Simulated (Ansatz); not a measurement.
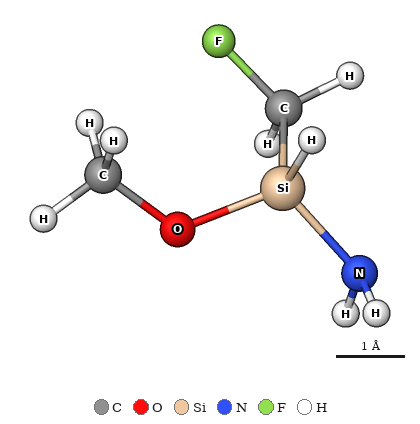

Fig. 1: The starting structure (ball-and-stick view, seen at a tilt).

**Nudged elastic band, with input and output: C$_{2}$H$_{8}$FNOSi**

C$_{2}$H$_{8}$FNOSi, computed with RKS PBE0-D4/cc-pVDZ (Ansatz 0.2.0).

It belongs to a series of runs on one base structure; here: band between the two ends.

Input file:
```yaml
crystal:
  periodic: [false, false, false]
  atoms:
    - { symbol: C, position_ang: [-1.079289, -1.208591, 1.426775] }
    - { symbol: O, position_ang: [0.167799, -0.967437, 0.807696] }
    - { symbol: Si, position_ang: [0.550818, 0.490768, 0.055596] }
    - { symbol: "N", position_ang: [2.185209, 0.501566, -0.519541] }
    - { symbol: C, position_ang: [-0.581863, 0.730785, -1.446999] }
    - { symbol: F, position_ang: [-1.916608, 0.655487, -1.033032] }
    - { symbol: H, position_ang: [-1.055466, -2.219579, 1.861413] }
    - { symbol: H, position_ang: [-1.912236, -1.148153, 0.706742] }
    - { symbol: H, position_ang: [-1.276765, -0.488157, 2.242653] }
    - { symbol: H, position_ang: [0.383601, 1.62333, 1.023637] }
    - { symbol: H, position_ang: [2.905826, 0.588854, 0.192652] }
    - { symbol: H, position_ang: [2.445992, -0.252501, -1.150649] }
    - { symbol: H, position_ang: [-0.411285, -0.047657, -2.212579] }
    - { symbol: H, position_ang: [-0.418734, 1.712084, -1.925762] }
basis:
  gaussian: { orbitals: cc-pVDZ }
hamiltonian:
  xc: pbe0
  dispersion: d4
neb:
  order_check: false
  images: 5
  f_tol: 0.05
  max_iterations: 60
  initial_path: idpp
  final_atoms:
    - { symbol: C, position_ang: [-1.07899037, -1.20869153, 1.42789533] }
    - { symbol: O, position_ang: [0.16250513, -0.97468747, 0.79546561] }
    - { symbol: Si, position_ang: [0.54954195, 0.48671715, 0.05187554] }
    - { symbol: "N", position_ang: [2.18633935, 0.50092315, -0.51636686] }
    - { symbol: C, position_ang: [-0.5806867, 0.7341535, -1.45093254] }
    - { symbol: F, position_ang: [-1.91466505, 0.65189471, -1.03503204] }
    - { symbol: H, position_ang: [-1.05133341, -2.21402365, 1.87473023] }
    - { symbol: H, position_ang: [-1.9176759, -1.15747831, 0.71413755] }
    - { symbol: H, position_ang: [-1.2704447, -0.47851178, 2.23623753] }
    - { symbol: H, position_ang: [0.37828373, 1.61313609, 1.02637348] }
    - { symbol: H, position_ang: [2.45171346, -0.24866203, -1.15091787] }
    - { symbol: H, position_ang: [2.90314524, 0.58524655, 0.20024641] }
    - { symbol: H, position_ang: [-0.40927491, -0.03847661, -2.22208912] }
    - { symbol: H, position_ang: [-0.42145882, 1.71925924, -1.92302125] }
```

Hardware: 2 threads of AMD EPYC (Zen 4), 16 GiB of memory available, shared host.

Launch command:
```bash
ansatz run input.yaml --threads 2 --pin off --max-ram 3072MiB --backend cpu --events-out ev --progress --plain --runs-dir out
```

Log:
```
Engine: ansatz 0.2.0, x86_64-unknown-linux-gnu
Functional definition: PBE0
  parameter a = 0.25
  parameter kappa = 0.804
  parameter beta = 0.06672455060314922
  exchange = (1 - a)*pbe_x(kappa = kappa, mu = beta*pi^2/3) + a*exact_x
  correlation = pbe_c(beta = beta)
1359 factors; integrals over basis functions are off by at most 3.5e-4 eV
mean field evaluation 1: about -16316.6718 eV, gradient 6.4e1 eV
mean field evaluation 2: about -16311.1817 eV, gradient 8.2e1 eV
mean field evaluation 4: about -16324.8395 eV, gradient 3.4e0 eV
mean field evaluation 8: about -16324.9176 eV, gradient 9.3e-2 eV
mean field evaluation 16: about -16324.9177 eV, gradient 1.6e-5 eV
mean field -16324.91766232 eV, -599.9296586635 hartree, gradient 1.6e-5 eV, S^2 0.000000; 0 other end points of the search recorded, 0 dependent functions left out
the calculation of the forces begins
reference -16324.91769128 eV, -599.9296597278 hartree; 29, 29 occupied and 99, 99 virtual orbitals, 1359 factors
1359 factors; integrals over basis functions are off by at most 7.4e-4 eV
mean field evaluation 32: about -16324.9178 eV, gradient 1.6e-5 eV
mean field -16324.91775813 eV, -599.9296621845 hartree, gradient 1.6e-5 eV, S^2 0.000000; 0 other end points of the search recorded, 0 dependent functions left out
[... from here on the field's lines of each further geometry are left out, up to the last ...]
NEB iter   1: max|band force component| = 1.379e0 eV/Å  barrier→ = 0.2704 eV  barrier← = 0.2704 eV  Δτ_max = 0.1067 Å  (188 SCF iters)
NEB iter   2: max|band force component| = 8.373e-1 eV/Å  barrier→ = 0.1830 eV  barrier← = 0.1831 eV  Δτ_max = 0.1504 Å  (143 SCF iters)
NEB iter   3: max|band force component| = 2.432e-1 eV/Å  barrier→ = 0.1358 eV  barrier← = 0.1358 eV  CI = image 3  Δτ_max = 0.1788 Å  (143 SCF iters)
NEB iter   4: max|band force component| = 3.165e-1 eV/Å  barrier→ = 0.1295 eV  barrier← = 0.1295 eV  CI = image 3  Δτ_max = 0.0502 Å  (145 SCF iters)
NEB iter   5: max|band force component| = 2.147e-1 eV/Å  barrier→ = 0.1202 eV  barrier← = 0.1203 eV  CI = image 3  Δτ_max = 0.0910 Å  (146 SCF iters)
NEB iter   6: max|band force component| = 1.993e-1 eV/Å  barrier→ = 0.1189 eV  barrier← = 0.1190 eV  CI = image 3  Δτ_max = 0.1796 Å  (144 SCF iters)
NEB iter   7: max|band force component| = 1.616e-1 eV/Å  barrier→ = 0.1125 eV  barrier← = 0.1125 eV  CI = image 3  Δτ_max = 0.1441 Å  (144 SCF iters)
NEB iter   8: max|band force component| = 9.781e-2 eV/Å  barrier→ = 0.1036 eV  barrier← = 0.1037 eV  CI = image 3  Δτ_max = 0.1487 Å  (147 SCF iters)
NEB iter   9: max|band force component| = 9.955e-2 eV/Å  barrier→ = 0.0972 eV  barrier← = 0.0973 eV  CI = image 3  Δτ_max = 0.0746 Å  (147 SCF iters)
NEB iter  10: max|band force component| = 6.013e-2 eV/Å  barrier→ = 0.0943 eV  barrier← = 0.0944 eV  CI = image 3  Δτ_max = 0.0744 Å  (148 SCF iters)
NEB iter  11: max|band force component| = 5.513e-2 eV/Å  barrier→ = 0.0916 eV  barrier← = 0.0917 eV  CI = image 3  Δτ_max = 0.0484 Å  (146 SCF iters)
NEB iter  12: max|band force component| = 8.612e-2 eV/Å  barrier→ = 0.0910 eV  barrier← = 0.0910 eV  CI = image 3  Δτ_max = 0.0097 Å  (133 SCF iters)
the calculation of the forces begins
reference -16324.90886346 eV, -599.9293353116 hartree; 29, 29 occupied and 99, 99 virtual orbitals, 1359 factors
1359 factors; integrals over basis functions are off by at most 6.6e-4 eV
mean field -16324.82749510 eV, -599.9263450793 hartree, gradient 1.8e-5 eV, S^2 0.000000; 1 other end points of the search recorded, 0 dependent functions left out
the calculation of the forces begins
reference -16324.82752381 eV, -599.9263461345 hartree; 29, 29 occupied and 99, 99 virtual orbitals, 1359 factors
NEB iter  13: max|band force component| = 2.538e-2 eV/Å  barrier→ = 0.0905 eV  barrier← = 0.0906 eV  CI = image 3  Δτ_max = 0.0000 Å  (246 SCF iters)
```

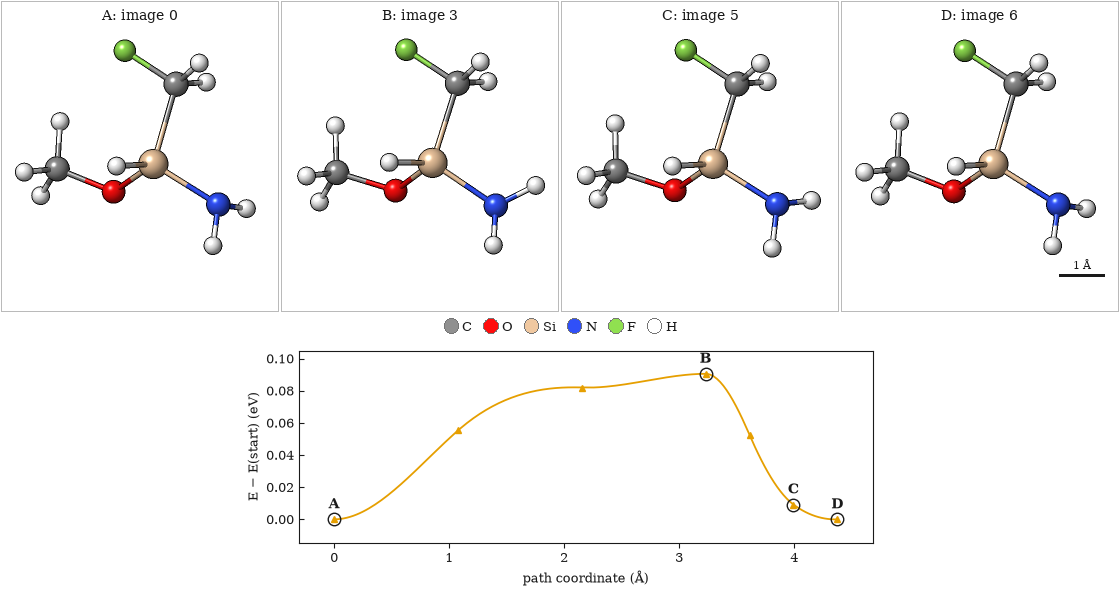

Fig. 2: Images of the last band (counted from 0; ball-and-stick, seen at a tilt) above the energy along the path; the line is a cubic interpolation that uses the forces. The highest image is number 3, 0.091 eV above the start and 0.091 eV above the end (the climbing image); start and end have the same energy. The path is 4.37 Å long. The band converged in 13 iterations.

```
Total energy: -16325.06664263 eV, -599.9351335891 hartree
Atom 0 at    -1.249745    -1.366910     1.216114 Å, force    -0.014465     0.002291     0.002448 eV/Å
Atom 1 at    -0.016135    -1.200190     0.552024 Å, force     0.022645     0.013610    -0.011284 eV/Å
Atom 2 at     0.560003     0.323723     0.134986 Å, force    -0.013233     0.011621     0.017256 eV/Å
Atom 3 at     2.210135     0.157272    -0.343127 Å, force     0.017627     0.001132    -0.003407 eV/Å
Atom 4 at    -0.409784     0.996470    -1.351017 Å, force     0.006402    -0.014441    -0.012620 eV/Å
Atom 5 at    -1.762424     1.028418    -0.995725 Å, force    -0.002104    -0.000488     0.003481 eV/Å
Atom 6 at    -1.328974    -2.417433     1.534282 Å, force     0.001707     0.001039    -0.000691 eV/Å
Atom 7 at    -2.101028    -1.130769     0.555162 Å, force     0.001510    -0.000918     0.001111 eV/Å
Atom 8 at    -1.327899    -0.726920     2.115175 Å, force     0.001368    -0.000410    -0.001219 eV/Å
Atom 9 at     0.328475     1.218944     1.320840 Å, force     0.000929    -0.004737     0.006524 eV/Å
Atom 10 at     2.538578     0.612949    -1.186474 Å, force    -0.009996    -0.003430     0.001072 eV/Å
Atom 11 at     2.945869     0.116615     0.353141 Å, force    -0.010695    -0.005354    -0.001054 eV/Å
Atom 12 at    -0.296779     0.341777    -2.233292 Å, force    -0.004980     0.003115    -0.007674 eV/Å
Atom 13 at    -0.103295     2.016852    -1.643485 Å, force     0.003285    -0.003029     0.006059 eV/Å
Dipole moment:     0.392149     0.232752    -0.078265 e Å
this run last wrote the band of iteration 13 to [file]
```

The last band as extended XYZ (Å, eV, eV/Å):
```
14
Properties=species:S:1:pos:R:3:forces:R:3 image=0 energy=-16325.15716
C    -1.0793   -1.2086    1.4268   -0.0014   0.0007   0.0034
O     0.1678   -0.9674    0.8077   -0.0050   0.0002  -0.0014
Si    0.5508    0.4908    0.0556   -0.0022   0.0016  -0.0008
N     2.1852    0.5016   -0.5195   -0.0029  -0.0006   0.0040
C    -0.5819    0.7308   -1.4470    0.0083  -0.0011  -0.0045
F    -1.9166    0.6555   -1.0330   -0.0019  -0.0007   0.0036
H    -1.0555   -2.2196    1.8614   -0.0012   0.0078  -0.0022
H    -1.9122   -1.1482    0.7067    0.0061  -0.0012   0.0069
H    -1.2768   -0.4882    2.2427    0.0007  -0.0062  -0.0072
H     0.3836    1.6233    1.0236   -0.0001  -0.0013   0.0003
H     2.9058    0.5889    0.1927    0.0001  -0.0005  -0.0017
H     2.4460   -0.2525   -1.1506    0.0028   0.0002  -0.0005
H    -0.4113   -0.0477   -2.2126   -0.0017   0.0016  -0.0005
H    -0.4187    1.7121   -1.9258   -0.0015  -0.0003   0.0007
14
Properties=species:S:1:pos:R:3:forces:R:3 image=1 energy=-16325.10189
C    -1.0914   -1.2687    1.3181    0.0014   0.0026  -0.0004
O     0.1883   -0.9783    0.7916    0.0017   0.0089   0.0103
Si    0.5674    0.4888    0.0604    0.0013   0.0062  -0.0024
N     2.1927    0.3569   -0.5405    0.0045   0.0116  -0.0034
C    -0.6123    0.7922   -1.3928   -0.0023  -0.0049   0.0027
F    -1.9228    0.9380   -0.9201   -0.0076  -0.0108   0.0011
H    -1.1442   -2.3502    1.5148    0.0033   0.0015  -0.0035
H    -1.9017   -0.9932    0.6227    0.0043   0.0016  -0.0055
H    -1.2594   -0.7368    2.2720   -0.0069   0.0000   0.0005
H     0.4441    1.6433    1.0147    0.0073   0.0144  -0.0087
H     2.8710    0.9927   -0.1328    0.0145  -0.0023   0.0535
H     2.5789   -0.5838   -0.5250   -0.0140  -0.0181  -0.0472
H    -0.5898   -0.0420   -2.1163    0.0001  -0.0060   0.0029
H    -0.3336    1.7119   -1.9382   -0.0075  -0.0048   0.0003
14
Properties=species:S:1:pos:R:3:forces:R:3 image=2 energy=-16325.07514
C    -1.1409   -1.3245    1.2666   -0.0003  -0.0004   0.0003
O     0.1089   -1.1144    0.6424   -0.0024  -0.0009   0.0007
Si    0.5532    0.4042    0.0786    0.0006   0.0055  -0.0021
N     2.1837    0.1795   -0.4838   -0.0021  -0.0046  -0.0018
C    -0.5240    0.9107   -1.3966   -0.0012  -0.0017   0.0015
F    -1.8272    1.1283   -0.9328    0.0008  -0.0006  -0.0006
H    -1.2404   -2.3997    1.4772    0.0002  -0.0003   0.0007
H    -1.9808   -1.0114    0.6227   -0.0003  -0.0003  -0.0004
H    -1.2183   -0.7753    2.2230    0.0005   0.0007  -0.0002
H     0.3308    1.4112    1.1775   -0.0006  -0.0018   0.0013
H     2.7047    1.0180   -0.7268    0.0000   0.0007  -0.0002
H     2.7589   -0.3943    0.1293    0.0028   0.0023   0.0007
H    -0.5489    0.1068   -2.1527    0.0006   0.0007  -0.0008
H    -0.1727    1.8316   -1.8962    0.0013   0.0006   0.0010
14
Properties=species:S:1:pos:R:3:forces:R:3 image=3 energy=-16325.06661
C    -1.2497   -1.3669    1.2161   -0.0145   0.0023   0.0024
O    -0.0161   -1.2002    0.5520    0.0226   0.0136  -0.0113
Si    0.5600    0.3237    0.1350   -0.0132   0.0116   0.0173
N     2.2101    0.1573   -0.3431    0.0176   0.0011  -0.0034
C    -0.4098    0.9965   -1.3510    0.0064  -0.0144  -0.0126
F    -1.7624    1.0284   -0.9957   -0.0021  -0.0005   0.0035
H    -1.3290   -2.4174    1.5343    0.0017   0.0010  -0.0007
H    -2.1010   -1.1308    0.5552    0.0015  -0.0009   0.0011
H    -1.3279   -0.7269    2.1152    0.0014  -0.0004  -0.0012
H     0.3285    1.2189    1.3208    0.0009  -0.0047   0.0065
H     2.5386    0.6129   -1.1865   -0.0100  -0.0034   0.0011
H     2.9459    0.1166    0.3531   -0.0107  -0.0054  -0.0011
H    -0.2968    0.3418   -2.2333   -0.0050   0.0031  -0.0077
H    -0.1033    2.0169   -1.6435    0.0033  -0.0030   0.0061
14
Properties=species:S:1:pos:R:3:forces:R:3 image=4 energy=-16325.10455
C    -1.2460   -1.4055    1.1410    0.0070  -0.0011  -0.0058
O     0.0006   -1.1983    0.5085    0.0167   0.0050  -0.0058
Si    0.5450    0.3621    0.1720   -0.0110   0.0203  -0.0031
N     2.2188    0.4123   -0.2233    0.0271   0.1152   0.0437
C    -0.3988    1.0403   -1.3272    0.0021   0.0104   0.0021
F    -1.7616    1.0339   -1.0123   -0.0158  -0.0023  -0.0021
H    -1.3165   -2.4652    1.4297    0.0121  -0.0012  -0.0094
H    -2.0876   -1.1630    0.4700    0.0094  -0.0034  -0.0064
H    -1.3527   -0.7918    2.0556    0.0057  -0.0038  -0.0066
H     0.2634    1.1916    1.3887   -0.0160   0.0020   0.0133
H     2.5410    0.3904   -1.1822   -0.0236  -0.1365  -0.0349
H     2.9320    0.0841    0.4167   -0.0085  -0.0211   0.0034
H    -0.2478    0.4081   -2.2210    0.0046   0.0068   0.0079
H    -0.1029    2.0716   -1.5875   -0.0098   0.0098   0.0038
14
Properties=species:S:1:pos:R:3:forces:R:3 image=5 energy=-16325.14793
C    -1.2270   -1.4497    1.0614   -0.0018   0.0003  -0.0008
O     0.0330   -1.1780    0.4831    0.0101  -0.0003   0.0026
Si    0.5462    0.4014    0.1922   -0.0008   0.0162  -0.0078
N     2.2279    0.4947   -0.2066    0.0063   0.0077   0.0036
C    -0.4137    1.0987   -1.2869   -0.0035   0.0029   0.0002
F    -1.7806    1.0223   -0.9982   -0.0061  -0.0040   0.0011
H    -1.2766   -2.5244    1.2931    0.0054  -0.0008  -0.0070
H    -2.0531   -1.1937    0.3768    0.0062  -0.0011  -0.0058
H    -1.3764   -0.8877    2.0027   -0.0026  -0.0037  -0.0022
H     0.2823    1.2126    1.4245    0.0098   0.0061   0.0015
H     2.5120    0.1259   -1.1100   -0.0108  -0.0481   0.0040
H     2.8903    0.1821    0.4983   -0.0050   0.0134   0.0049
H    -0.2213    0.5153   -2.2057    0.0007   0.0064  -0.0001
H    -0.1560    2.1514   -1.4962   -0.0080   0.0048   0.0059
14
Properties=species:S:1:pos:R:3:forces:R:3 image=6 energy=-16325.15721
C    -1.0841   -1.2089    1.4239   -0.0005  -0.0003   0.0006
O     0.1593   -0.9756    0.7950   -0.0001  -0.0006   0.0016
Si    0.5499    0.4861    0.0538    0.0018  -0.0003  -0.0006
N     2.1883    0.4991   -0.5100    0.0002   0.0012   0.0081
C    -0.5760    0.7361   -1.4518    0.0017  -0.0001  -0.0036
F    -1.9112    0.6549   -1.0396   -0.0011   0.0001   0.0006
H    -1.0587   -2.2146    1.8699   -0.0002   0.0004   0.0001
H    -1.9208   -1.1561    0.7079    0.0018   0.0002   0.0007
H    -1.2770   -0.4792    2.2324   -0.0008  -0.0009  -0.0012
H     0.3772    1.6118    1.0289    0.0006   0.0001  -0.0005
H     2.4546   -0.2502   -1.1445   -0.0006   0.0016   0.0013
H     2.9032    0.5820    0.2086   -0.0029  -0.0025  -0.0079
H    -0.4033   -0.0360   -2.2232    0.0006   0.0003   0.0007
H    -0.4144    1.7215   -1.9226   -0.0005   0.0006   0.0003
```

Results in brief:

- outcome: converged
- barrier, forward: 0.090 eV
- barrier, backward: 0.091 eV
- wall time: 3.1 min (CPU time 6 min)
- peak memory: 0.34 GiB

The order of the saddle point was not checked.
